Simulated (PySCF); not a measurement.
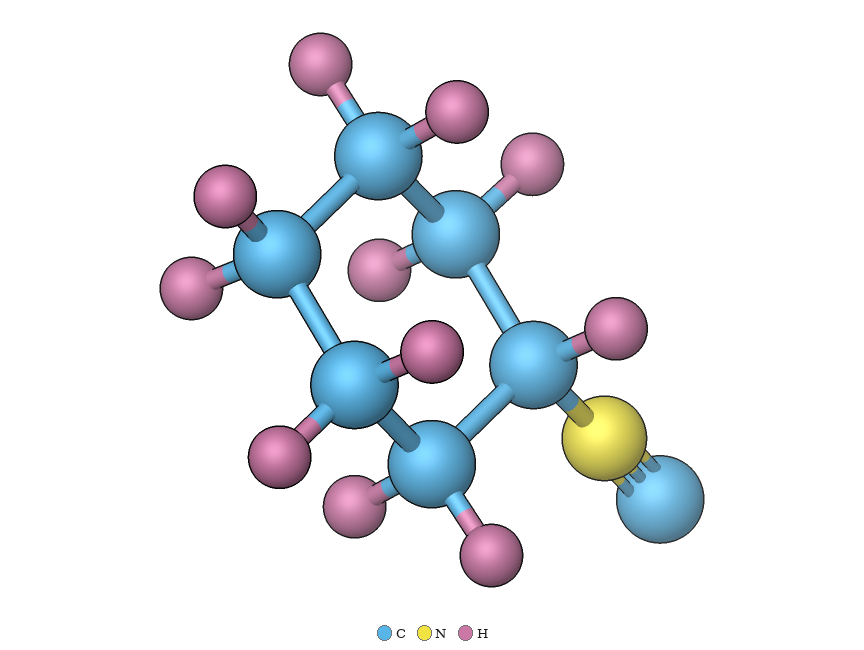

Question: Count the atoms of each element.

Answer: C7H11N, 19 atoms: 7 carbon, 11 hydrogen and 1 nitrogen.

Question: How many bonds of each kind are drawn?

Answer: 11 C–H, 6 C–C, 2 C–N.

The parts below concern this one geometry. Atoms keep their numbers from picture to picture. The computed structure is the end point of a PBE0-D3(BJ)/def2-SVP optimisation. No frequency run is at hand to confirm it as a minimum.

Geometry

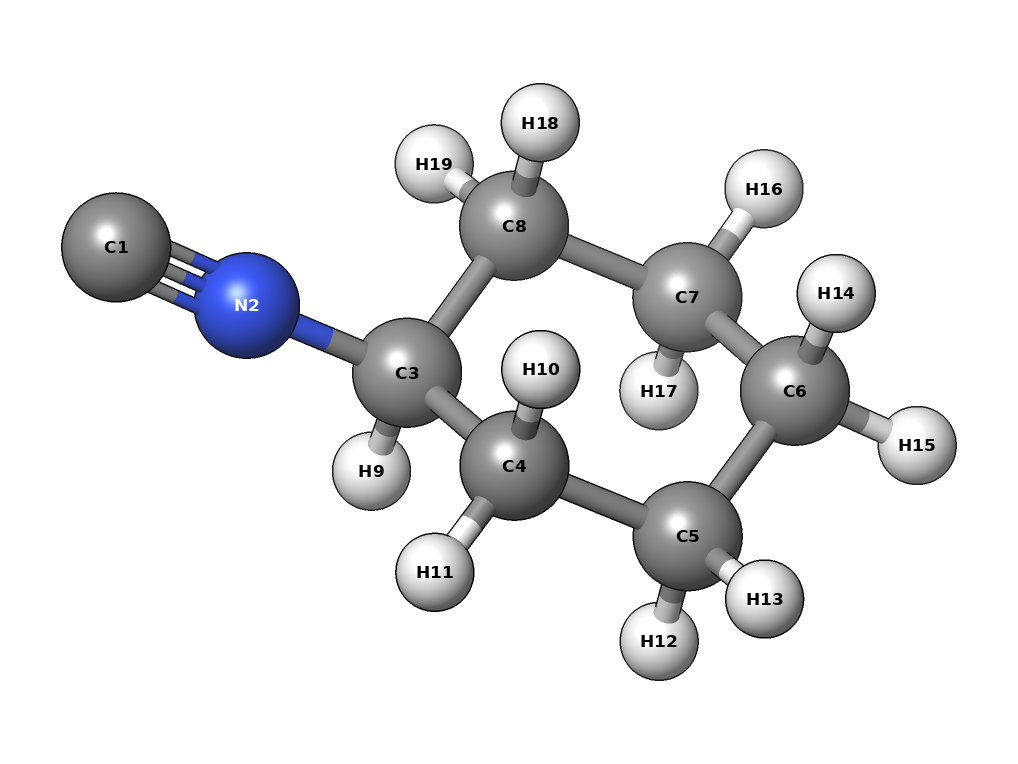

No frequency run is at hand to confirm it as a minimum.

Question: What is the geometry at C3?

Answer: C3 has 4 neighbours (N2 at 1.42, C4 at 1.53, C8 at 1.53, H9 at 1.11 Å); the arrangement is tetrahedral.

Question: Describe the coordination of atom 5.

Answer: C5 has 4 neighbours (C4 at 1.52, C6 at 1.53, H12 at 1.10, H13 at 1.10 Å); the arrangement is tetrahedral.

Question: How are the neighbours of atom 6 arranged?

Answer: C6 has 4 neighbours (C5 at 1.53, C7 at 1.53, H14 at 1.10, H15 at 1.10 Å); the arrangement is tetrahedral.

Question: What is the geometry at C4?

Answer: C4 has 4 neighbours (C3 at 1.53, C5 at 1.52, H10 at 1.10, H11 at 1.10 Å); the arrangement is tetrahedral.

Question: What is the dihedral angle C5–C6–C7–C8?

Answer: 55° in size, that is gauche.

NMR shielding

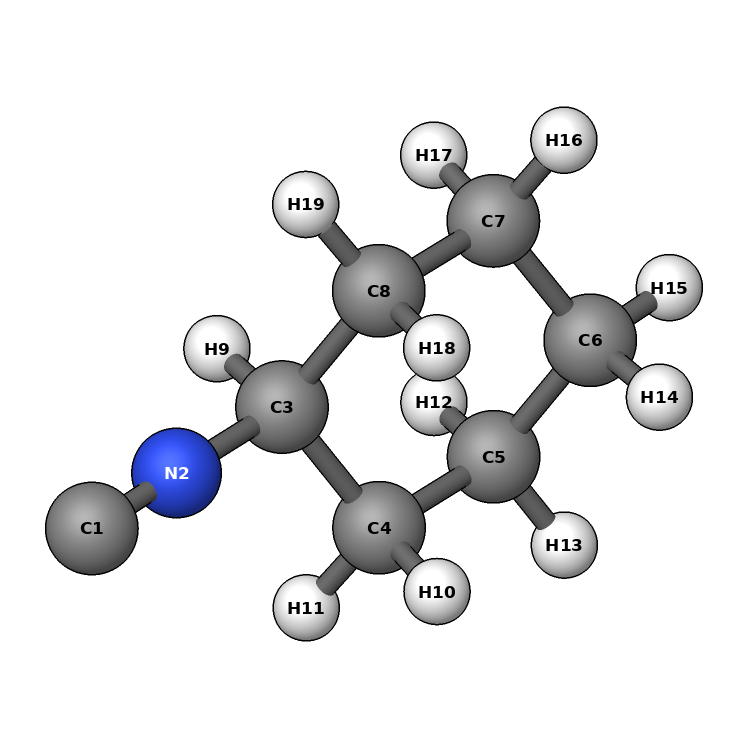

No frequency run is at hand to confirm it as a minimum. Method: GIAO PBE0/STO-3G NMR shielding, non-relativistic, gas phase (PySCF 2.14.0). Principal shieldings σ11 ≤ σ22 ≤ σ33, span Ω = σ33 − σ11, skew κ = 3(σiso − σ22)/Ω.

Question: Which C atom has the most anisotropic shielding?

Answer: C1, with a span of 285 ppm.

Give the shielding tensors of the C atoms.

```json
{"atom": "C1", "σ11": "−23.3", "σ22": "−21.9", "σ33": "261.3", "σiso": "72.0", "Ω": "284.7", "κ": "0.99"}
{"atom": "C3", "σ11": "169.2", "σ22": "182.4", "σ33": "212.2", "σiso": "188.0", "Ω": "43.0", "κ": "0.38"}
{"atom": "C4, C8", "σ11": "196.7", "σ22": "204.5", "σ33": "215.5", "σiso": "205.5", "Ω": "18.8", "κ": "0.17"}
{"atom": "C5, C7", "σ11": "200.0", "σ22": "209.4", "σ33": "215.3", "σiso": "208.2", "Ω": "15.3", "κ": "−0.23"}
{"atom": "C6", "σ11": "202.9", "σ22": "208.8", "σ33": "214.1", "σiso": "208.6", "Ω": "11.2", "κ": "−0.05"}
```

Shieldings and span in ppm.

Electronic properties

No frequency run is at hand to confirm it as a minimum. Properties computed with PBE0/6-31G*, gas phase (PySCF 2.14.0).

What does the calculation give?

- dipole moment: 4.10 D
- HOMO energy (Kohn–Sham orbital): −8.12 eV
- LUMO energy (Kohn–Sham orbital): 1.38 eV
- HOMO–LUMO gap: 9.50 eV

Ring current

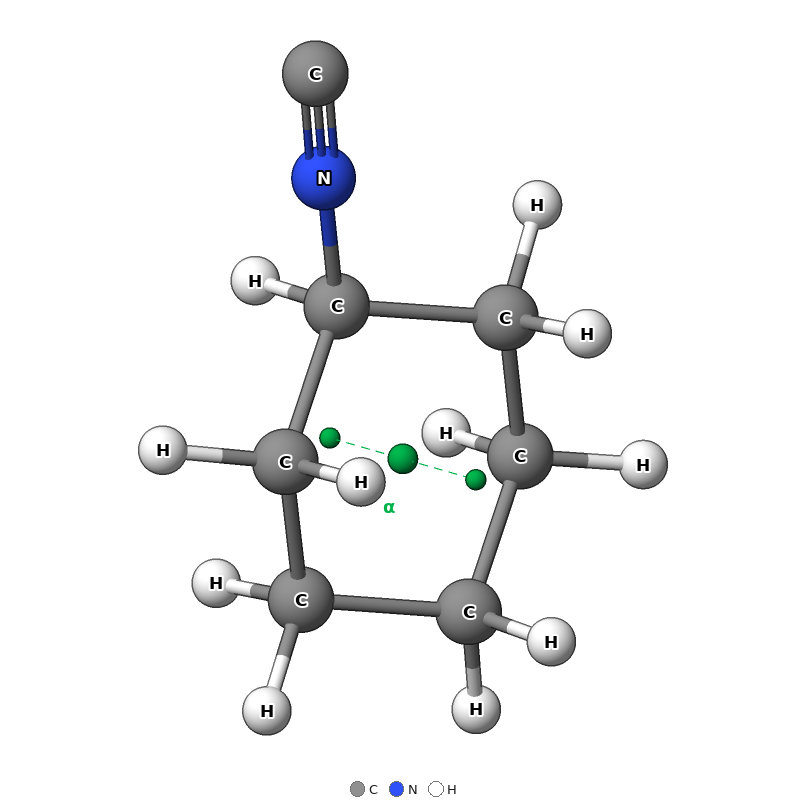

The small points mark where nucleus-independent chemical shifts (NICS) were computed: at the centre of each lettered ring and 1 Å above and below it. No frequency run is at hand to confirm it as a minimum. Level of theory: GIAO PBE0/6-31G* NMR shielding, non-relativistic, gas phase (PySCF 2.14.0).

Give NICS(0), NICS(1) and the out-of-plane component NICS(1)zz for each ring (means of the two sides).

```
ring  members  NICS(0)  NICS(1)  NICS(1)zz
   α       C6     −2.7     −2.3        3.0
```

Values in ppm.

Question: What do the values say about the ring currents?

Answer: Ring α: weak, as in a non-aromatic ring. NICS is one index among several.
